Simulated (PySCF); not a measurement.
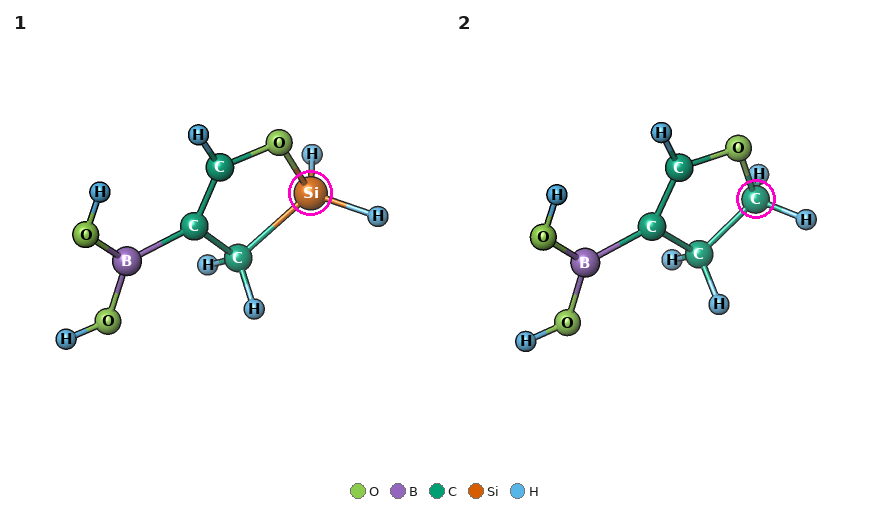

2 molecules with one skeleton, seen from the same side and at one scale; the atom that differs is circled. Charge 0, singlet. Computed geometries: GFN2-xTB optimisations, one conformation each. Properties computed with PySCF 2.14.0.

One atom differs, called X below: Si in panel 1, C in panel 2. Their formulas are C3H7BO3Si (`OB(O)C1=CO[SiH2]C1`), C4H7BO3 (`OB(O)C1=COCC1`).

**In which is the Hirshfeld charge of X larger (PBE0/pcSseg-1)?**

In panel 1 (X = Si).

**In which is the length of X–O larger (GFN2-xTB)?**

In panel 1 (X = Si).

Give the values. With GFN2-xTB: length of X–C (Å), mean length of X–H (Å), length of X–O (Å), angle O–X–C (°). With PBE0/pcSseg-1: dipole moment (D), HOMO energy (Kohn–Sham orbital) (eV), HOMO–LUMO gap (eV), Hirshfeld charge of X (e), GIAO shielding of the O bonded to X (ppm).

```tsv
quantity	1 (Si)	2 (C)	2 − 1
length of X–C (Å)	1.905	1.539	−0.366
mean length of X–H (Å)	1.459	1.094	−0.365
length of X–O (Å)	1.657	1.430	−0.227
angle O–X–C (°)	93.4	106.8	+13.4
dipole moment (D)	0.25	0.40	+0.15
HOMO energy (Kohn–Sham orbital) (eV)	−6.67	−6.30	+0.37
HOMO–LUMO gap (eV)	6.55	6.24	−0.31
Hirshfeld charge of X (e)	0.42	0.01	−0.41
GIAO shielding of the O bonded to X (ppm)	203.7	176.5	−27.2
```

The geometry is semi-empirical. Around B, Si such bond lengths and angles can be off by a tenth of an ångström or more and by several degrees, and values that hang on the shape move with them.
